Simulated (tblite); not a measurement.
**C$_{6}$H$_{9}$FO$_{2}$Si: geometry relaxation (part 2 of 2)**

Continued. System: C$_{6}$H$_{9}$FO$_{2}$Si, SMILES CO[Si@@H]1CC(C(C)=O)=C1F. Method: GFN2-xTB geometry optimisation, gas phase (tblite 0.8.0). It belongs to a series of runs on one base structure; here: H on C replaced by COCH3.

Geometry of the input (Å):
```
C  3.3183  1.0077  0.0996
O  2.6338  -0.1770  -0.2856
Si 1.3460  -0.6785  0.6271
C  0.0717  -1.7722  -0.2243
C  -0.9319  -0.6118  -0.1465
C  -2.3516  -0.5401  -0.6302
C  -3.0652  0.7792  -0.4563
O  -2.9233  -1.4896  -1.1356
C  -0.2030  0.3613  0.4437
F  -0.4914  1.6341  0.7943
H  2.6437  1.8786  0.0268
H  3.7200  0.9291  1.1140
H  4.1375  1.1664  -0.5826
H  1.6868  -1.0062  2.0268
H  -0.2009  -2.6580  0.3681
H  0.3585  -2.1015  -1.2088
H  -3.1301  1.0328  0.6121
H  -4.0830  0.6869  -0.8506
H  -2.5455  1.5679  -0.9960
```

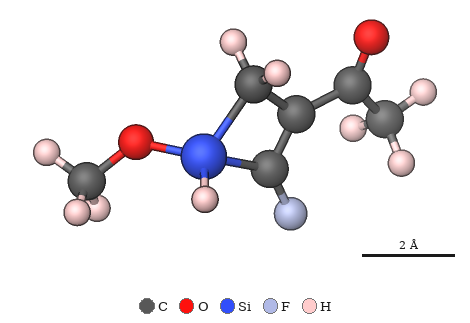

**Figure 1.** The geometry at step 89 of the log (ball-and-stick view, seen at a tilt).

### Trajectory as extended XYZ, continued
```
19
Properties=species:S:1:pos:R:3:forces:R:3 step=44 energy=-870.95165
C     3.4587    0.9358    0.0329    0.0070  -0.0070  -0.0080
O     2.5760   -0.1465   -0.0975   -0.0180   0.0360  -0.0140
Si    1.3101   -0.5877    0.7950   -0.0180  -0.0070  -0.0260
C     0.0805   -1.6137   -0.2504   -0.0300   0.0000  -0.0140
C    -0.9577   -0.5171   -0.0945    0.0060   0.0220  -0.0030
C    -2.3237   -0.5721   -0.6337   -0.0080  -0.0270   0.0240
C    -3.1317    0.6954   -0.5026    0.0120  -0.0060   0.0060
O    -2.7649   -1.5795   -1.1441    0.0120  -0.0090  -0.0140
C    -0.3094    0.4125    0.6299    0.0100   0.0110   0.0080
F    -0.7998    1.5952    1.0554    0.0050   0.0000  -0.0020
H     2.9138    1.8786   -0.0463    0.0400  -0.0010   0.0190
H     3.9794    0.9030    0.9919   -0.0230  -0.0080  -0.0060
H     4.1858    0.8679   -0.7762    0.0010   0.0000   0.0030
H     1.6612   -0.9479    2.1632   -0.0220   0.0050   0.0000
H    -0.2601   -2.5584    0.1633    0.0030   0.0020   0.0170
H     0.3388   -1.7889   -1.2922   -0.0010   0.0000   0.0030
H    -3.2155    0.9717    0.5462    0.0000   0.0030   0.0090
H    -4.1237    0.5527   -0.9232    0.0150  -0.0210  -0.0060
H    -2.6276    1.5082   -1.0213    0.0100   0.0090   0.0040
19
Properties=species:S:1:pos:R:3:forces:R:3 step=55 energy=-870.95670
C     3.4844    0.9164    0.0280    0.0100  -0.0040  -0.0070
O     2.5307   -0.0957   -0.1474    0.0080   0.0190   0.0120
Si    1.3009   -0.5500    0.7858   -0.0010  -0.0300  -0.0130
C     0.0805   -1.5934   -0.2502    0.0000   0.0000   0.0040
C    -0.9682   -0.5106   -0.0822   -0.0080  -0.0130  -0.0130
C    -2.3276   -0.5831   -0.6318    0.0020  -0.0050   0.0270
C    -3.1449    0.6773   -0.5023   -0.0050  -0.0050  -0.0050
O    -2.7489   -1.5910   -1.1581    0.0000   0.0100   0.0050
C    -0.3324    0.4228    0.6480   -0.0440   0.0090  -0.0220
F    -0.8412    1.5898    1.0912   -0.0080   0.0290  -0.0060
H     3.0092    1.8979   -0.0254    0.0260  -0.0090   0.0170
H     3.9859    0.8136    0.9915    0.0070   0.0130  -0.0010
H     4.2147    0.8231   -0.7751    0.0190   0.0070  -0.0020
H     1.6674   -0.8766    2.1577    0.0170  -0.0260  -0.0020
H    -0.2482   -2.5425    0.1645    0.0200   0.0140  -0.0010
H     0.3355   -1.7601   -1.2944   -0.0090  -0.0130   0.0180
H    -3.2456    0.9500    0.5464   -0.0020  -0.0140  -0.0090
H    -4.1277    0.5278   -0.9404   -0.0150   0.0080  -0.0040
H    -2.6344    1.4936   -1.0098   -0.0150   0.0110   0.0040
19
Properties=species:S:1:pos:R:3:forces:R:3 step=67 energy=-870.96108
C     3.5303    0.9088    0.0362    0.0120  -0.0080   0.0020
O     2.5088   -0.0272   -0.1730    0.0010   0.0000   0.0020
Si    1.2932   -0.5086    0.7648    0.0060  -0.0060   0.0060
C     0.0757   -1.5773   -0.2450    0.0100   0.0010  -0.0120
C    -0.9864   -0.5082   -0.0782   -0.0080  -0.0070   0.0120
C    -2.3441   -0.5938   -0.6297   -0.0090   0.0150  -0.0080
C    -3.1729    0.6604   -0.5037   -0.0080   0.0000   0.0030
O    -2.7544   -1.6047   -1.1590   -0.0040   0.0090   0.0120
C    -0.3602    0.4382    0.6438    0.0120   0.0090  -0.0230
F    -0.8822    1.6034    1.0777    0.0040   0.0050   0.0000
H     3.1280    1.9234    0.0119    0.0070  -0.0140   0.0050
H     4.0196    0.7433    0.9974   -0.0010   0.0040   0.0000
H     4.2570    0.7868   -0.7668    0.0090   0.0150   0.0000
H     1.6913   -0.8700    2.1191   -0.0050   0.0100   0.0140
H    -0.2256   -2.5257    0.1910   -0.0170   0.0080  -0.0030
H     0.3154   -1.7584   -1.2891    0.0050  -0.0070  -0.0180
H    -3.2913    0.9167    0.5473   -0.0130  -0.0040  -0.0010
H    -4.1486    0.5116   -0.9584    0.0030  -0.0110   0.0040
H    -2.6635    1.4905   -0.9904   -0.0030  -0.0180   0.0050
19
Properties=species:S:1:pos:R:3:forces:R:3 step=78 energy=-870.96285
C     3.5557    0.9043    0.0489   -0.0140  -0.0090   0.0000
O     2.5255   -0.0208   -0.1760    0.0100   0.0200   0.0000
Si    1.2965   -0.4992    0.7474   -0.0050   0.0090  -0.0150
C     0.0733   -1.5723   -0.2560   -0.0120   0.0070  -0.0080
C    -0.9873   -0.4994   -0.0949   -0.0020  -0.0030   0.0370
C    -2.3544   -0.5952   -0.6230    0.0140  -0.0090  -0.0060
C    -3.1937    0.6512   -0.4941    0.0070  -0.0030  -0.0110
O    -2.7675   -1.6122   -1.1382    0.0090  -0.0090   0.0120
C    -0.3550    0.4517    0.6157    0.0170   0.0140  -0.0010
F    -0.8729    1.6188    1.0500   -0.0050  -0.0070  -0.0190
H     3.1649    1.9241    0.0387   -0.0130  -0.0330   0.0080
H     4.0399    0.7205    1.0096    0.0010  -0.0010  -0.0120
H     4.2838    0.7913   -0.7548   -0.0050  -0.0120   0.0150
H     1.6847   -0.8512    2.1085   -0.0170   0.0050  -0.0070
H    -0.2351   -2.5137    0.1913    0.0090   0.0100  -0.0020
H     0.3070   -1.7691   -1.2990    0.0130   0.0130  -0.0040
H    -3.3273    0.9028    0.5563    0.0060  -0.0130  -0.0060
H    -4.1620    0.4926   -0.9608   -0.0120   0.0010   0.0140
H    -2.6860    1.4852   -0.9739   -0.0010   0.0190   0.0050
19
Properties=species:S:1:pos:R:3:forces:R:3 step=89 energy=-870.96545
C     3.6015    0.8753    0.0676   -0.0190   0.0030  -0.0010
O     2.5470   -0.0131   -0.1865    0.0020   0.0130   0.0160
Si    1.2944   -0.4588    0.7197   -0.0090  -0.0030   0.0070
C     0.0762   -1.5405   -0.2759   -0.0100   0.0000  -0.0050
C    -0.9910   -0.4769   -0.1072    0.0080   0.0070  -0.0150
C    -2.3646   -0.6034   -0.6095    0.0020  -0.0160   0.0170
C    -3.2290    0.6256   -0.4832   -0.0010  -0.0020   0.0000
O    -2.7673   -1.6414   -1.0901   -0.0120  -0.0050  -0.0180
C    -0.3553    0.4926    0.5746   -0.0060  -0.0030   0.0130
F    -0.8828    1.6575    1.0025    0.0020   0.0120  -0.0200
H     3.2364    1.9037    0.0890   -0.0010  -0.0030  -0.0020
H     4.0791    0.6514    1.0234   -0.0040  -0.0130  -0.0270
H     4.3250    0.7653   -0.7399    0.0170   0.0000   0.0150
H     1.6462   -0.7976    2.0935    0.0040   0.0000   0.0070
H    -0.2216   -2.4851    0.1708    0.0040   0.0000  -0.0020
H     0.3055   -1.7319   -1.3208    0.0130   0.0070  -0.0020
H    -3.3796    0.8531    0.5705    0.0050   0.0120   0.0020
H    -4.1899    0.4524   -0.9596   -0.0180  -0.0120   0.0090
H    -2.7400    1.4811   -0.9431    0.0230   0.0040   0.0080
19
Properties=species:S:1:pos:R:3:forces:R:3 step=100 energy=-870.96645
C     3.6110    0.8660    0.0758    0.0020   0.0020   0.0070
O     2.5477   -0.0087   -0.1867    0.0130   0.0050   0.0060
Si    1.2897   -0.4461    0.7158    0.0040  -0.0080   0.0010
C     0.0780   -1.5319   -0.2829    0.0180  -0.0060   0.0060
C    -0.9922   -0.4721   -0.1175   -0.0050  -0.0060   0.0000
C    -2.3699   -0.6103   -0.6045   -0.0180   0.0070  -0.0090
C    -3.2380    0.6154   -0.4716   -0.0070   0.0120   0.0010
O    -2.7734   -1.6504   -1.0802    0.0090   0.0010   0.0010
C    -0.3577    0.5056    0.5542   -0.0020  -0.0020  -0.0130
F    -0.8819    1.6808    0.9562   -0.0040   0.0050   0.0070
H     3.2548    1.8971    0.1084    0.0120   0.0020   0.0030
H     4.0872    0.6248    1.0279   -0.0110   0.0020  -0.0090
H     4.3371    0.7585   -0.7299   -0.0080  -0.0030  -0.0020
H     1.6333   -0.7815    2.0929   -0.0040   0.0070  -0.0020
H    -0.2161   -2.4804    0.1567   -0.0040  -0.0100  -0.0020
H     0.3174   -1.7143   -1.3274   -0.0040  -0.0020   0.0000
H    -3.3865    0.8444    0.5823    0.0120  -0.0050   0.0040
H    -4.2014    0.4404   -0.9434    0.0040  -0.0020   0.0050
H    -2.7490    1.4719   -0.9304   -0.0060   0.0000  -0.0040
19
Properties=species:S:1:pos:R:3:forces:R:3 step=111 energy=-870.96686
C     3.6224    0.8608    0.0809    0.0010  -0.0020  -0.0040
O     2.5446    0.0060   -0.1846   -0.0030  -0.0080  -0.0030
Si    1.2853   -0.4351    0.7137    0.0020  -0.0040  -0.0010
C     0.0798   -1.5284   -0.2861    0.0090   0.0010   0.0030
C    -0.9951   -0.4722   -0.1240   -0.0020  -0.0010   0.0060
C    -2.3737   -0.6133   -0.6079   -0.0060   0.0060  -0.0080
C    -3.2442    0.6097   -0.4659   -0.0070   0.0060   0.0040
O    -2.7762   -1.6531   -1.0851    0.0070   0.0000  -0.0020
C    -0.3638    0.5107    0.5434    0.0010   0.0010  -0.0040
F    -0.8901    1.6866    0.9408   -0.0070  -0.0010   0.0020
H     3.2864    1.8982    0.1205   -0.0040   0.0040   0.0050
H     4.0956    0.6048    1.0304    0.0030   0.0020  -0.0070
H     4.3425    0.7453   -0.7291    0.0090  -0.0020   0.0090
H     1.6230   -0.7601    2.0949   -0.0030  -0.0010  -0.0060
H    -0.2109   -2.4799    0.1502   -0.0050   0.0050   0.0040
H     0.3215   -1.7083   -1.3307    0.0020  -0.0010   0.0020
H    -3.3800    0.8369    0.5898    0.0050   0.0010   0.0120
H    -4.2125    0.4317   -0.9257   -0.0030  -0.0040  -0.0010
H    -2.7645    1.4688   -0.9297    0.0000  -0.0040  -0.0080
19
Properties=species:S:1:pos:R:3:forces:R:3 step=122 energy=-870.96725
C     3.6282    0.8580    0.0876   -0.0030   0.0010  -0.0010
O     2.5532    0.0007   -0.1833   -0.0020   0.0000   0.0010
Si    1.2838   -0.4296    0.7063    0.0030  -0.0020   0.0000
C     0.0805   -1.5281   -0.2897   -0.0030   0.0020   0.0000
C    -0.9946   -0.4708   -0.1359    0.0000   0.0000   0.0020
C    -2.3748   -0.6129   -0.6155    0.0040   0.0000   0.0020
C    -3.2473    0.6064   -0.4555   -0.0050  -0.0010   0.0010
O    -2.7759   -1.6496   -1.1002    0.0020   0.0010  -0.0040
C    -0.3642    0.5168    0.5252    0.0040   0.0000   0.0060
F    -0.8942    1.6925    0.9187    0.0090   0.0020  -0.0030
H     3.2887    1.8942    0.1312    0.0000   0.0000   0.0000
H     4.1004    0.5998    1.0368   -0.0010  -0.0010   0.0020
H     4.3518    0.7478   -0.7200   -0.0020  -0.0020   0.0020
H     1.6065   -0.7494    2.0921    0.0050   0.0000   0.0000
H    -0.2129   -2.4750    0.1549    0.0020   0.0030  -0.0020
H     0.3247   -1.7174   -1.3319   -0.0030   0.0010   0.0010
H    -3.3550    0.8398    0.6021    0.0020   0.0020   0.0040
H    -4.2264    0.4227   -0.8892   -0.0070  -0.0040  -0.0050
H    -2.7823    1.4634   -0.9379   -0.0050   0.0000  -0.0050
```

### Summary

- outcome: converged
- total energy: −870.9673 eV
- hardware: 1 CPU thread, shared host
- wall time: 1.7 s
- peak memory: 0.18 GiB
